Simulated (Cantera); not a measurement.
Feed: 1 mol PbO, 2.2 mol CH4, 2.8 mol CO, held at 1525 °C.

Method: chemical equilibrium by Gibbs-energy minimisation in Cantera with the NASA 1993 tables (ideal gas, pure condensed phases). Candidate condensed phases: C, C6H6, C7H8, C8H18, H2O, Pb, PbO, PbO2, Pb3O4; 113 gas species. Equilibrium is a limit: real reactors are often held back by kinetics, nucleation or transport.

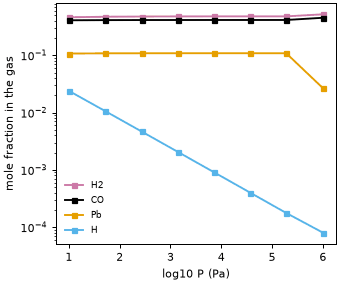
*Equilibrium gas composition (values under 1e-9 drawn at 1e-9)*

Problem. Read off the mole fractions at 190000 Pa.

Solution. H2 about 0.48, CO about 0.41, Pb about 0.11, H about 0.00018.
